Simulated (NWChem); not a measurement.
**H2CO (formaldehyde): levels of theory compared**

We compute a comparison of 6 runs (HF/STO-3G, HF/def2-TZVPP, B3LYP/6-31G**, BLYP/def2-TZVPP, TPSS/def2-TZVPP, MP2/def2-TZVPP) of H2CO (formaldehyde). 

Program for the calculation: NWChem 7.3.0.

**1. The structure to begin with**

H2CO: 4 atoms, total charge 0, spin state singlet. SMILES: `C=O`. The shape is that of a PBE0-D4/def2-TZVP optimisation.

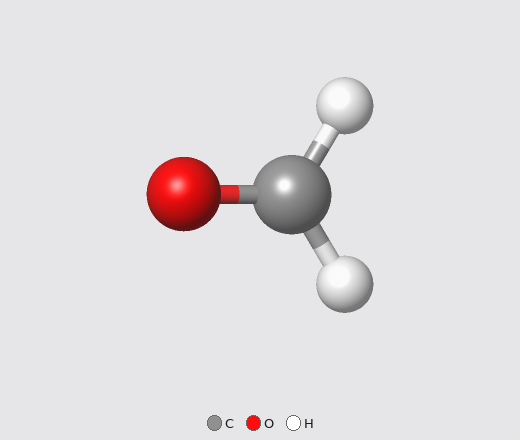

Viewed from a chosen angle; carbon grey, oxygen red, hydrogen white.

**2. Energy and forces at HF/STO-3G (run 1)**

Contents of sp.nw:

```
start sp
title "CH2O"
memory 2200 mb

geometry units angstroms noautosym nocenter noautoz
   C       -0.002800      -0.002200      -0.003300
   O        0.692000       0.544400       0.801300
   H       -0.544800       0.559700      -0.790500
   H       -0.144300      -1.101900      -0.007500
end

basis spherical bse
   C library STO-3G
   O library STO-3G
   H library STO-3G
end

scf
   thresh 1e-08
   maxiter 80
end

task scf gradient
```

Started as:

```
$ nwchem sp.nw > sp.out
```

Standard output:

```text
[...]
  functions       =    12
[...]
  wavefunction    = RHF
[...]
         Total SCF energy =   -112.353177655539
      One-electron energy =   -216.430875922823
      Two-electron energy =     72.619622802251
 Nuclear repulsion energy =     31.458075465033
        Time for solution =      0.1s
[...]
                         RHF ENERGY GRADIENTS
    atom               coordinates                        gradient
                 x          y          z           x          y          z
   1 C      -0.005291  -0.004157  -0.006236    0.027834   0.021968   0.032208
   2 O       1.307690   1.028767   1.514237   -0.029024  -0.022839  -0.033606
   3 H      -1.029523   1.057680  -1.493828   -0.000790   0.006229  -0.002016
   4 H      -0.272687  -2.082289  -0.014173    0.001981  -0.005357   0.003415
[...]
```

Wall time 0.7 s (1 thread of AMD EPYC 9R14 (Zen 4), shared host); peak memory 0.1 GiB.

**3. Energy and forces at HF/def2-TZVPP (run 2)**

Contents of m1.nw:

```
start m1
title "CH2O"
memory total 2200 mb
charge 0
geometry units angstrom noautosym nocenter noautoz
C     -0.002800    -0.002200    -0.003300
O      0.692000     0.544400     0.801300
H     -0.544800     0.559700    -0.790500
H     -0.144300    -1.101900    -0.007500
end
basis spherical bse
C library def2-TZVPP
O library def2-TZVPP
H library def2-TZVPP
end
scf
thresh 1e-08
maxiter 80
end
task scf gradient
```

Started as:

```
$ nwchem m1.nw > m1.out
```

Standard output:

```text
[...]
  functions       =    90
[...]
  wavefunction    = RHF
[...]
         Total SCF energy =   -113.917664035556
      One-electron energy =   -217.701550540669
      Two-electron energy =     72.325811040080
 Nuclear repulsion energy =     31.458075465033
        Time for solution =      6.8s
[...]
                         RHF ENERGY GRADIENTS
    atom               coordinates                        gradient
                 x          y          z           x          y          z
   1 C      -0.005291  -0.004157  -0.006236   -0.013336  -0.010440  -0.015466
   2 O       1.307690   1.028767   1.514237    0.021153   0.016636   0.024501
   3 H      -1.029523   1.057680  -1.493828   -0.005883   0.005122  -0.008382
   4 H      -0.272687  -2.082289  -0.014173   -0.001934  -0.011319  -0.000653
[...]
```

It took 11 s on 1 thread of AMD EPYC 9R14 (Zen 4), shared host; peak memory 0.11 GiB.

Runs 3 to 4 aren't shown in full; the table further down has their settings and results.

**4. Energy and forces at TPSS/def2-TZVPP (run 5)**

Contents of nw.nw:

```
start nw
title "CH2O"
memory total 2200 mb
geometry units angstrom noautosym nocenter noautoz
  C    -0.002800   -0.002200   -0.003300
  O     0.692000    0.544400    0.801300
  H    -0.544800    0.559700   -0.790500
  H    -0.144300   -1.101900   -0.007500
end
basis spherical bse
  * library def2-TZVPP
end
dft
  xc xtpss03 ctpss03
  grid fine
  convergence energy 1e-08
  iterations 100
  mulliken
end
task dft gradient
```

Started as:

```
$ nwchem nw.nw > nw.out
```

Standard output:

```text
[...]
          Wavefunction type:  closed shell.
          No. of atoms     :     4
          No. of electrons :    16
[...]
          Charge           :     0
          Spin multiplicity:     1
[...]
          AO basis - number of functions:    90
[...]
              XC Information
              --------------
                  TPSS metaGGA Exchange Functional  1.000
             TPSS03 metaGGA Correlation Functional  1.000
[...]
 d= 0,ls=0.0,diis     1   -114.4765908683 -1.46D+02  1.80D-02  7.64D-01     0.9
[...]
 d= 0,ls=0.0,diis     8   -114.5678256479  9.55D-09  1.58D-06  1.20D-07     5.8
         Total DFT energy =     -114.567825647946
      One electron energy =     -217.866082689259
           Coulomb energy =       86.583573321933
    Exchange-Corr. energy =      -14.743391745653
 Nuclear repulsion energy =       31.458075465033
[...]
  wavefunction    = closed shell
                         DFT ENERGY GRADIENTS
    atom               coordinates                        gradient
                 x          y          z           x          y          z
   1 C      -0.005291  -0.004157  -0.006236    0.010212   0.008082   0.011807
   2 O       1.307690   1.028767   1.514237   -0.011920  -0.009383  -0.013800
   3 H      -1.029523   1.057680  -1.493828    0.001158  -0.000582   0.001586
   4 H      -0.272687  -2.082289  -0.014173    0.000550   0.001883   0.000407
[...]
```

Run time: 11 s. Hardware: 1 thread of AMD EPYC 9R14 (Zen 4), shared host; peak memory 0.12 GiB.

**5. Energy and gradient at MP2/def2-TZVPP (run 6)**

Contents of ch2o.nw:

```
start ch2o
title "CH2O gradient"
memory stack 880 mb heap 220 mb global 1100 mb
charge 0
geometry units angstroms noautosym nocenter noautoz
   C       -0.002800      -0.002200      -0.003300
   O        0.692000       0.544400       0.801300
   H       -0.544800       0.559700      -0.790500
   H       -0.144300      -1.101900      -0.007500
end
basis spherical bse
   C library def2-TZVPP
   O library def2-TZVPP
   H library def2-TZVPP
end
scf
   thresh 1e-08
   maxiter 80
end
mp2
   freeze core 2
   tight
end
task mp2 gradient
```

Started as:

```
$ nwchem ch2o.nw > ch2o.out
```

Standard output:

```text
[...]
  functions       =    90
[...]
  wavefunction    = RHF
[...]
         Total SCF energy =   -113.917664035556
      One-electron energy =   -217.701550540669
      Two-electron energy =     72.325811040080
 Nuclear repulsion energy =     31.458075465033
        Time for solution =      6.7s
[...]
          Total MP2 energy          -114.310559775296
[...]
                         mp2 ENERGY GRADIENTS
    atom               coordinates                        gradient
                 x          y          z           x          y          z
   1 C      -0.005291  -0.004157  -0.006236    0.015825   0.012500   0.018306
   2 O       1.307690   1.028767   1.514237   -0.013475  -0.010606  -0.015600
   3 H      -1.029523   1.057680  -1.493828   -0.001961   0.002345  -0.002895
   4 H      -0.272687  -2.082289  -0.014173   -0.000389  -0.004239   0.000189
[...]
```

Run time: 21 s. Hardware: 1 thread of AMD EPYC 9R14 (Zen 4), shared host; peak memory 0.21 GiB.

**6. The series**

```tsv
run	level	iteration cap	module	energy (Eh)	dipole moment (D)	HOMO energy (eV)	LUMO energy (eV)	wall time
1	HF/STO-3G	80	scf	-112.353178	1.50	-9.58	7.91	0.7 s
2	HF/def2-TZVPP	80	scf	-113.917664	2.76	-12.00	3.04	11 s
3	B3LYP/6-31G** (spherical functions)	100	dft	-114.500628	–	–	–	4.8 s
4	BLYP/def2-TZVPP	100	dft	-114.528587	2.15	-6.14	-2.42	11 s
5	TPSS/def2-TZVPP	100	dft	-114.567826	2.18	-6.32	-2.28	11 s
6	MP2/def2-TZVPP	80	mp2	-114.310560	2.24	-12.00	3.04	21 s
```

**7. Summary of results**

```
                                                      quantity          value
                                           run 6: total energy  -114.31056 Eh
run 6: dipole moment (of the density that the program reports)         2.24 D
                    run 6: HOMO energy (Hartree–Fock orbitals)      -12.00 eV
                    run 6: LUMO energy (Hartree–Fock orbitals)        3.04 eV
                  run 6: HOMO–LUMO gap (Hartree–Fock orbitals)       15.04 eV
            run 6: correlation energy (2 core orbitals frozen)     -392.9 mEh
                               run 6: largest force on an atom     1.401 eV/Å
```

Over runs 1, 2, 4, 5, 6 the dipole moment (its size) runs from 1.50 D (HF/STO-3G) to 2.76 D (HF/def2-TZVPP). Over runs 1, 2, 4, 5 the HOMO–LUMO gap runs from 3.73 eV (BLYP/def2-TZVPP) to 17.49 eV (HF/STO-3G). The two ends differ in method and basis. Totals of different functionals can't be ranked against each other. In run 1 the basis is minimal, so the values are rough. All runs together took 59 s, the longest 21 s.
